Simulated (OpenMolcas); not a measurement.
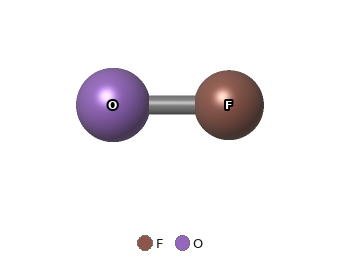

The molecule at the reference distance of 1.218 Å.

# Run report: FO⁺, relativistic diatomic calculation (part 1 of 2)

- system: FO⁺.
- method: SA-CASSCF(8,6)/XMS-CASPT2 + RASSI spin-orbit (X2C scalar, AMFI), ANO-RCC-VTZP (OpenMolcas)

**Log (extracts)**
```
++    Wave function specifications:
      Number of closed shell electrons           8
      Number of electrons in active shells       8
      Number of inactive orbitals                4
      Number of active orbitals                  6
      Number of secondary orbitals              50
      Spin quantum number                      1.0
      State symmetry                             1
++    Orbital specifications:
      Symmetry species                           1   2
                                                 a   b
      Frozen orbitals                            0   0
      Inactive orbitals                          4   0
      Active orbitals                            2   4
      RAS2 orbitals                              2   4
      Secondary orbitals                        26  24
      Number of basis functions                 32  28
      printout of CI-coefficients larger than  0.15 for root  1
      energy=    -173.979943
      conf/sym  11 2222     Coeff  Weight
            19  ud 22uu   0.17324 0.03001
            22  02 22uu  -0.90715 0.82293
            23  02 2u2u   0.23801 0.05665
            41  02 u2u2  -0.23801 0.05665
      printout of CI-coefficients larger than  0.15 for root  2
      energy=    -173.741731
      conf/sym  11 2222     Coeff  Weight
            24  02 2uu2  -0.69813 0.48739
            40  02 u22u   0.69813 0.48739
      printout of CI-coefficients larger than  0.15 for root  3
      energy=    -173.741731
      conf/sym  11 2222     Coeff  Weight
            23  02 2u2u   0.69813 0.48739
            41  02 u2u2   0.69813 0.48739
      printout of CI-coefficients larger than  0.15 for root  4
      energy=    -173.737164
      conf/sym  11 2222     Coeff  Weight
            24  02 2uu2  -0.69814 0.48739
            40  02 u22u  -0.69814 0.48739
      printout of CI-coefficients larger than  0.15 for root  5
      energy=    -173.650413
      conf/sym  11 2222     Coeff  Weight
            19  ud 22uu  -0.32559 0.10601
            22  02 22uu   0.27765 0.07709
            23  02 2u2u   0.62789 0.39424
            41  02 u2u2  -0.62789 0.39424
      Natural orbitals and occupation numbers for root  1
      sym 1:   0.058929   1.943016
      sym 2:   1.966992   1.966992   1.032035   1.032035
      Natural orbitals and occupation numbers for root  2
      sym 1:   0.037899   1.964991
      sym 2:   1.501091   1.501091   1.497465   1.497465
      Natural orbitals and occupation numbers for root  3
      sym 1:   0.037899   1.964991
      sym 2:   1.501091   1.501091   1.497465   1.497465
      Natural orbitals and occupation numbers for root  4
      sym 1:   0.038003   1.965168
      sym 2:   1.501000   1.501000   1.497415   1.497415
      Natural orbitals and occupation numbers for root  5
      sym 1:   0.135868   1.871177
      sym 2:   1.709455   1.709455   1.287023   1.287023
      RASSCF energy for state  5                   -173.65041284
::    RASSCF root number  1 Total energy:   -173.97994255
::    RASSCF root number  2 Total energy:   -173.74173076
::    RASSCF root number  3 Total energy:   -173.74173076
::    RASSCF root number  4 Total energy:   -173.73716390
::    RASSCF root number  5 Total energy:   -173.65041284
      Von Neumann Entropy (Root   1) =  1.22265
++    Wave function specifications:
      Number of closed shell electrons           4
      Number of electrons in active shells       8
      Number of inactive orbitals                2
      Number of active orbitals                  6
      Number of secondary orbitals              50
      Spin quantum number                      1.0
      State symmetry                             1
      Number of CSFs                            49
      Number of CASSCF root(s) available         5
      CASPT2 state passed to geometry opt.       5
      A file JOBMIX will be created
      This is a MULTI-STATE CASSCF reference
      Number of CI roots used                    5
      These are:                                 1   2   3   4   5
      Off-diagonal elements of Heff are computed
  FINAL CASPT2 RESULT:
      Reference energy:        -173.9799425474
      E2 (Non-variational):      -0.3655655102
      Shift correction:          -0.0010348714
      E2 (Variational):          -0.3666003816
      Total energy:            -174.3465429289
      Reference weight:           0.92863
  FINAL CASPT2 RESULT:
      Reference energy:        -173.7417307588
      E2 (Non-variational):      -0.3423185532
      Shift correction:          -0.0005922364
      E2 (Variational):          -0.3429107896
      Total energy:            -174.0846415484
      Reference weight:           0.94167
  FINAL CASPT2 RESULT:
      Reference energy:        -173.7417307588
      E2 (Non-variational):      -0.3423039875
      Shift correction:          -0.0005921942
      E2 (Variational):          -0.3428961817
      Total energy:            -174.0846269405
      Reference weight:           0.94167
  FINAL CASPT2 RESULT:
      Reference energy:        -173.7371638993
      E2 (Non-variational):      -0.3426960712
      Shift correction:          -0.0005865255
      E2 (Variational):          -0.3432825967
      Total energy:            -174.0804464960
      Reference weight:           0.94164
  FINAL CASPT2 RESULT:
      Reference energy:        -173.6504128441
      E2 (Non-variational):      -0.3773164670
      Shift correction:          -0.0022330171
      E2 (Variational):          -0.3795494841
      Total energy:            -174.0299623281
      Reference weight:           0.91750
       Total XMS-CASPT2 energies:
::    XMS-CASPT2 Root  1     Total energy:   -174.34655427
::    XMS-CASPT2 Root  2     Total energy:   -174.08464267
::    XMS-CASPT2 Root  3     Total energy:   -174.08462582
::    XMS-CASPT2 Root  4     Total energy:   -174.08044661
::    XMS-CASPT2 Root  5     Total energy:   -174.02995088
++    Wave function specifications:
      Number of closed shell electrons           8
      Number of electrons in active shells       8
      Number of inactive orbitals                4
      Number of active orbitals                  6
      Number of secondary orbitals              50
      Spin quantum number                      0.0
      State symmetry                             1
      printout of CI-coefficients larger than  0.15 for root  1
      energy=    -173.935115
      conf/sym  11 2222     Coeff  Weight
            34  02 22ud  -0.95673 0.91532
            50  02 ud22   0.18561 0.03445
      printout of CI-coefficients larger than  0.15 for root  2
      energy=    -173.935115
      conf/sym  11 2222     Coeff  Weight
            33  02 2220   0.67651 0.45766
            36  02 2202  -0.67651 0.45766
      printout of CI-coefficients larger than  0.15 for root  3
      energy=    -173.897711
      conf/sym  11 2222     Coeff  Weight
            33  02 2220  -0.66907 0.44766
            36  02 2202  -0.66907 0.44766
            38  02 2022   0.17169 0.02948
            56  02 0222   0.17169 0.02948
      printout of CI-coefficients larger than  0.15 for root  4
      energy=    -173.748391
      conf/sym  11 2222     Coeff  Weight
            35  02 2u2d   0.69513 0.48321
            49  02 u2d2  -0.69513 0.48321
      Natural orbitals and occupation numbers for root  1
      sym 1:   0.055449   1.946256
      sym 2:   1.947893   1.947893   1.051254   1.051254
      Natural orbitals and occupation numbers for root  2
      sym 1:   0.055449   1.946256
      sym 2:   1.947893   1.947893   1.051254   1.051254
      Natural orbitals and occupation numbers for root  3
      sym 1:   0.055816   1.947904
      sym 2:   1.923619   1.923619   1.074521   1.074521
      Natural orbitals and occupation numbers for root  4
      sym 1:   0.041790   1.960734
      sym 2:   1.502645   1.502645   1.496093   1.496093
      RASSCF energy for state  4                   -173.74839088
::    RASSCF root number  1 Total energy:   -173.93511484
::    RASSCF root number  2 Total energy:   -173.93511484
::    RASSCF root number  3 Total energy:   -173.89771074
::    RASSCF root number  4 Total energy:   -173.74839088
      Von Neumann Entropy (Root   1) =  1.23129
++    Wave function specifications:
      Number of closed shell electrons           4
      Number of electrons in active shells       8
      Number of inactive orbitals                2
      Number of active orbitals                  6
      Number of secondary orbitals              50
      Spin quantum number                      0.0
      State symmetry                             1
      Number of CSFs                            57
      Number of CASSCF root(s) available         4
      CASPT2 state passed to geometry opt.       4
      A file JOBMIX will be created
      This is a MULTI-STATE CASSCF reference
      Number of CI roots used                    4
      These are:                                 1   2   3   4
      Off-diagonal elements of Heff are computed
  FINAL CASPT2 RESULT:
      Reference energy:        -173.9351148443
      E2 (Non-variational):      -0.3548241028
      Shift correction:          -0.0007725634
      E2 (Variational):          -0.3555966662
      Total energy:            -174.2907115105
      Reference weight:           0.93558
  FINAL CASPT2 RESULT:
      Reference energy:        -173.9351148443
      E2 (Non-variational):      -0.3550524287
      Shift correction:          -0.0007792266
      E2 (Variational):          -0.3558316553
      Total energy:            -174.2909464996
      Reference weight:           0.93543
  FINAL CASPT2 RESULT:
      Reference energy:        -173.8977107425
      E2 (Non-variational):      -0.3565691315
      Shift correction:          -0.0008073195
      E2 (Variational):          -0.3573764509
      Total energy:            -174.2550871934
      Reference weight:           0.93373
  FINAL CASPT2 RESULT:
      Reference energy:        -173.7483908826
      E2 (Non-variational):      -0.3468967741
      Shift correction:          -0.0007598068
      E2 (Variational):          -0.3476565810
      Total energy:            -174.0960474635
      Reference weight:           0.93841
       Total XMS-CASPT2 energies:
::    XMS-CASPT2 Root  1     Total energy:   -174.29094651
::    XMS-CASPT2 Root  2     Total energy:   -174.29071150
::    XMS-CASPT2 Root  3     Total energy:   -174.25508719
::    XMS-CASPT2 Root  4     Total energy:   -174.09604746
++    Wave function specifications:
      Number of closed shell electrons           8
      Number of electrons in active shells       8
      Number of inactive orbitals                4
      Number of active orbitals                  6
      Number of secondary orbitals              50
      Spin quantum number                      1.0
      State symmetry                             2
      printout of CI-coefficients larger than  0.15 for root  1
      energy=    -173.652441
      conf/sym  11 2222     Coeff  Weight
            52  0u 222u   0.97616 0.95289
            56  0u u222   0.16315 0.02662
      printout of CI-coefficients larger than  0.15 for root  2
      energy=    -173.652441
      conf/sym  11 2222     Coeff  Weight
            53  0u 22u2   0.97616 0.95289
            54  0u 2u22   0.16315 0.02662
      printout of CI-coefficients larger than  0.15 for root  3
      energy=    -173.643062
      conf/sym  11 2222     Coeff  Weight
            10  u2 22u0   0.90458 0.81827
            22  u2 d2uu  -0.17425 0.03036
            35  u2 u2du  -0.15475 0.02395
            47  u2 02u2   0.21581 0.04657
      printout of CI-coefficients larger than  0.15 for root  4
      energy=    -173.643062
      conf/sym  11 2222     Coeff  Weight
            12  u2 220u   0.90458 0.81827
            13  u2 2duu  -0.17425 0.03036
            14  u2 2udu  -0.18458 0.03407
            15  u2 202u  -0.21581 0.04657
      Natural orbitals and occupation numbers for root  1
      sym 1:   0.023323   0.998616
      sym 2:   1.986119   1.996523   1.988280   1.007138
      Natural orbitals and occupation numbers for root  2
      sym 1:   0.023323   0.998616
      sym 2:   1.996523   1.986119   1.007138   1.988280
      Natural orbitals and occupation numbers for root  3
      sym 1:   1.015399   1.977283
      sym 2:   1.809103   1.958062   1.038638   0.201514
      Natural orbitals and occupation numbers for root  4
      sym 1:   1.015399   1.977283
      sym 2:   1.958062   1.809103   0.201514   1.038638
      RASSCF energy for state  4                   -173.64306199
::    RASSCF root number  1 Total energy:   -173.65244050
::    RASSCF root number  2 Total energy:   -173.65244050
::    RASSCF root number  3 Total energy:   -173.64306200
::    RASSCF root number  4 Total energy:   -173.64306199
      Von Neumann Entropy (Root   1) =  1.09451
++    Wave function specifications:
      Number of closed shell electrons           4
      Number of electrons in active shells       8
      Number of inactive orbitals                2
      Number of active orbitals                  6
      Number of secondary orbitals              50
      Spin quantum number                      1.0
      State symmetry                             2
      Number of CSFs                            56
      Number of CASSCF root(s) available         4
      CASPT2 state passed to geometry opt.       4
      A file JOBMIX will be created
      This is a MULTI-STATE CASSCF reference
      Number of CI roots used                    4
      These are:                                 1   2   3   4
      Off-diagonal elements of Heff are computed
  FINAL CASPT2 RESULT:
      Reference energy:        -173.6524405050
      E2 (Non-variational):      -0.4084721295
      Shift correction:          -0.0013443843
      E2 (Variational):          -0.4098165139
      Total energy:            -174.0622570188
      Reference weight:           0.91402
  FINAL CASPT2 RESULT:
      Reference energy:        -173.6524405045
      E2 (Non-variational):      -0.4084721278
      Shift correction:          -0.0013443843
      E2 (Variational):          -0.4098165120
      Total energy:            -174.0622570165
      Reference weight:           0.91402
  FINAL CASPT2 RESULT:
      Reference energy:        -173.6430619951
      E2 (Non-variational):      -0.3762365135
      Shift correction:          -0.0013339995
      E2 (Variational):          -0.3775705130
      Total energy:            -174.0206325081
      Reference weight:           0.92597
  FINAL CASPT2 RESULT:
      Reference energy:        -173.6430619948
      E2 (Non-variational):      -0.3762365122
      Shift correction:          -0.0013339983
      E2 (Variational):          -0.3775705105
      Total energy:            -174.0206325053
      Reference weight:           0.92597
       Total XMS-CASPT2 energies:
::    XMS-CASPT2 Root  1     Total energy:   -174.06226796
::    XMS-CASPT2 Root  2     Total energy:   -174.06226796
::    XMS-CASPT2 Root  3     Total energy:   -174.02062157
::    XMS-CASPT2 Root  4     Total energy:   -174.02062156
  SPIN-FREE ENERGIES:
  (Shifted by EMIN (a.u.) =       -174.3465542712)
 SF State       Relative EMIN(au)   Rel lowest level(eV)    D:o, cm**(-1)      Abs_M
     1             0.0000000000        0.0000000000              0.0000         0.0
     6             0.0556077614        1.5131642749          12204.4929         2.0
     7             0.0558427709        1.5195592068          12256.0715         2.0
     8             0.0914670777        2.4889459805          20074.7032         0.0
     9             0.2505068077        6.8166375019          54979.8893         0.0
     2             0.2619116045        7.1269778326          57482.9528         2.0
     3             0.2619284490        7.1274361947          57486.6498         2.0
     4             0.2661076655        7.2411584701          58403.8818         0.0
    10             0.2842863120        7.7358246397          62393.6335         1.0
    11             0.2842863142        7.7358246998          62393.6340         1.0
     5             0.3166033950        8.6152172677          69486.4134         0.0
    12             0.3259327036        8.8690806892          71533.9600         1.0
    13             0.3259327064        8.8690807627          71533.9606         1.0
```

(Continued in part 2.) Outcome of the run: converged; components of a degenerate state are split by 52 cm⁻¹.
